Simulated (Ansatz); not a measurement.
# [BH4]− (SMILES [H][B-]([H])([H])[H]): levels of theory compared

Aim: a comparison of 6 runs (B2PLYP/3-21G, BHLYP/3-21G, BLYP/6-31G, SVWN5/3-21G, SVWN5/6-31G, RPA@PBE/3-21G) of [BH4]−. 

Program for the calculation: Ansatz 0.2.0.

### 1 The molecule

The species is [BH4]− (5 atoms), meant as a singlet with charge -1. SMILES: `[H][B-]([H])([H])[H]`. The H3–B1 distance was set to 1.843 Å, away from the relaxed value. At this shape a bond of the SMILES string is far longer than usual.

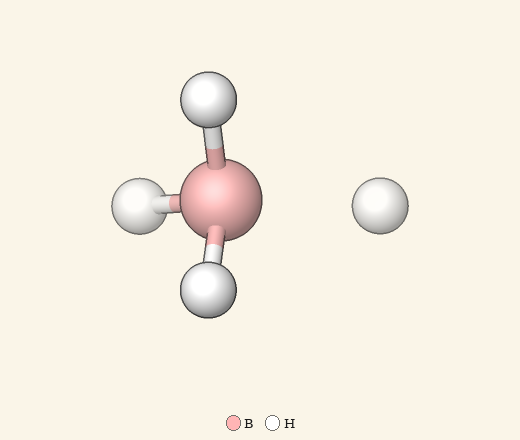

The structure, seen from a chosen angle (boron pink, hydrogen white).

### 2 The energy at B2PLYP/3-21G (run 1)

Contents of job.yaml:

```yaml
crystal:
  periodic: [false, false, false]
  atoms:
    - {symbol: B, position_ang: [-0.577348, -0.006205, 0.210338]}
    - {symbol: H, position_ang: [-0.565468, -0.026595, 1.439508]}
    - {symbol: H, position_ang: [1.154650, 0.011840, -0.420810]}
    - {symbol: H, position_ang: [-1.164948, 1.001795, -0.177172]}
    - {symbol: H, position_ang: [-1.156278, -1.004895, -0.210302]}
basis:
  gaussian:
    orbitals: 3-21G.json
magnetization:
  spin_polarized: false
  initial_magnetization: 0
accuracy: high
hamiltonian:
  xc: {name: B2PLYP}
total_charge: -1
correlation:
  frozen_orbitals: {B: 1, H: 0}
```

The basis set 3-21G is read from a file made from the Basis Set Exchange's data (not shown).

On the command line:

```console
ansatz run job.yaml --threads 1 --pin off --max-ram 2610MiB --events-out events.jsonl --progress --plain --runs-dir runs
```

Output:

```text
Warning: RAYON_NUM_THREADS=1 ignored (pool sized by the plan → 1); use --threads N
Functional definition: B2PLYP
  name "B2PLYP"
  parameter a = 0.53
  parameter c = 0.27
  exchange = (1 - a)*b88_x + a*exact_x
  correlation = (1 - c)*lyp_c + c*(mp2_os + mp2_ss)
338 factors; integrals over basis functions are off by at most 3.6e-9 eV
mean field evaluation 1: about -732.8820 eV, gradient 6.9e0 eV
mean field evaluation 2: about -732.8641 eV, gradient 6.8e0 eV
mean field evaluation 4: about -733.1116 eV, gradient 8.9e-1 eV
mean field evaluation 8: about -733.1147 eV, gradient 5.7e-4 eV
mean field -733.11474938 eV, -26.9414701166 hartree, gradient 1.3e-8 eV, S^2 0.000000; 0 other end points of the search recorded, 0 dependent functions left out
1 core orbitals not correlated: weight in the atoms' cores, before any rotation towards them, 1.000 or more for the frozen orbitals, at most 0.000 for the correlated occupied ones
reference -733.11476692 eV, -26.9414707611 hartree; 4, 4 occupied and 12, 12 virtual orbitals, 338 factors
second order -2.67764583 eV of doubles, -0.00000000 eV of singles
Total energy: -733.83773129 eV, -26.9680392118 hartree
```

Wall time 0.77 s (1 thread of Arm Neoverse V2, shared host); peak memory 0.098 GiB.

### 3 The energy at BHLYP/3-21G (run 2)

Contents of in.yaml:

```yaml
crystal:
  periodic: [false, false, false]
  atoms:
    - {symbol: B, position_ang: [-0.577348, -0.006205, 0.210338]}
    - {symbol: H, position_ang: [-0.565468, -0.026595, 1.439508]}
    - {symbol: H, position_ang: [1.154650, 0.011840, -0.420810]}
    - {symbol: H, position_ang: [-1.164948, 1.001795, -0.177172]}
    - {symbol: H, position_ang: [-1.156278, -1.004895, -0.210302]}
basis:
  gaussian: {orbitals: 3-21G.json}
total_charge: -1
accuracy: high
hamiltonian: {xc: {name: BHLYP}}
```

The basis set 3-21G is read from a file made from the Basis Set Exchange's data (not shown).

On the command line:

```console
ansatz run in.yaml --threads 1 --pin off --max-ram 2610MiB --events-out events.jsonl --progress --plain --runs-dir runs
```

Output:

```text
Warning: RAYON_NUM_THREADS=1 ignored (pool sized by the plan → 1); use --threads N
Functional definition: BHLYP
  name "BHLYP"
  parameter a = 0.5
[... 1 set-up line as earlier in the session ...]
  correlation = lyp_c
338 factors; integrals over basis functions are off by at most 3.6e-9 eV
mean field evaluation 1: about -734.8024 eV, gradient 6.4e0 eV
mean field evaluation 2: about -734.9977 eV, gradient 2.7e0 eV
mean field evaluation 4: about -735.0281 eV, gradient 7.7e-2 eV
mean field evaluation 8: about -735.0068 eV, gradient 1.4e-4 eV
mean field -735.00678207 eV, -27.0110010355 hartree, gradient 1.5e-8 eV, S^2 0.000000; 0 other end points of the search recorded, 0 dependent functions left out
reference -735.00680074 eV, -27.0110017219 hartree; 5, 5 occupied and 12, 12 virtual orbitals, 338 factors
Total energy: -735.00680074 eV, -27.0110017219 hartree
```

Wall time 0.5 s (1 thread of Arm Neoverse V2, shared host).

Runs 3 to 5 aren't shown in full; the table further down has their settings and results.

### 4 The energy at RPA@PBE/3-21G (run 6)

Contents of input.yaml:

```yaml
crystal:
  periodic: [false, false, false]
  atoms:
    - {symbol: B, position_ang: [-0.577348, -0.006205, 0.210338]}
    - {symbol: H, position_ang: [-0.565468, -0.026595, 1.439508]}
    - {symbol: H, position_ang: [1.154650, 0.011840, -0.420810]}
    - {symbol: H, position_ang: [-1.164948, 1.001795, -0.177172]}
    - {symbol: H, position_ang: [-1.156278, -1.004895, -0.210302]}
basis:
  gaussian: {orbitals: 3-21G.json}
total_charge: -1
hamiltonian: {xc: {name: PBE}}
correlation: {method: rpa, frozen_orbitals: {B: 1, H: 0}}
accuracy: high
```

The basis set 3-21G is read from a file made from the Basis Set Exchange's data (not shown).

On the command line:

```console
ansatz run input.yaml --threads 1 --pin off --max-ram 2610MiB --events-out events.jsonl --progress --plain --runs-dir runs
```

Output:

```text
Warning: RAYON_NUM_THREADS=1 ignored (pool sized by the plan → 1); use --threads N
Functional definition: PBE
  name "PBE"
  parameter kappa = 0.804
  parameter beta = 0.06672455060314922
  exchange = pbe_x(kappa = kappa, mu = beta*pi^2/3)
  correlation = pbe_c(beta = beta)
338 factors; integrals over basis functions are off by at most 3.6e-9 eV
mean field evaluation 1: about -733.9818 eV, gradient 5.9e0 eV
mean field evaluation 2: about -733.9475 eV, gradient 6.0e0 eV
mean field evaluation 4: about -734.0794 eV, gradient 2.4e0 eV
mean field evaluation 8: about -734.1071 eV, gradient 2.2e-3 eV
mean field -734.10712522 eV, -26.9779392561 hartree, gradient 2.4e-8 eV, S^2 0.000000; 0 other end points of the search recorded, 0 dependent functions left out
1 core orbitals not correlated: weight in the atoms' cores, before any rotation towards them, 1.000 or more for the frozen orbitals, at most 0.000 for the correlated occupied ones
reference -728.05043687 eV, -26.7553600647 hartree; 4, 4 occupied and 12, 12 virtual orbitals, 338 factors
Total energy: -732.61448960 eV, -26.9230859090 hartree
```

It took 0.75 s on 1 thread of Arm Neoverse V2, shared host; peak memory 0.095 GiB.

### 5 Overview of the runs

| run | level | frozen core orbitals | energy (Eh) | wall time |
| --- | --- | --- | --- | --- |
| 1 | B2PLYP/3-21G | 1 | -26.968039 | 0.77 s |
| 2 | BHLYP/3-21G | – | -27.011002 | 0.5 s |
| 3 | BLYP/6-31G | – | -27.150482 | 0.57 s |
| 4 | SVWN5/3-21G | – | -26.694169 | 0.34 s |
| 5 | SVWN5/6-31G | – | -26.837469 | 0.38 s |
| 6 | RPA@PBE/3-21G | 1 | -26.923086 | 0.75 s |

### 6 What came out

| quantity | value |
| --- | --- |
| run 6: total energy | -26.92309 Eh |
| run 6: RPA correlation energy (valence) | -167.7 mEh |

What this shows: Totals of different functionals can't be ranked against each other. All runs together took 3.3 s, the longest 0.77 s.
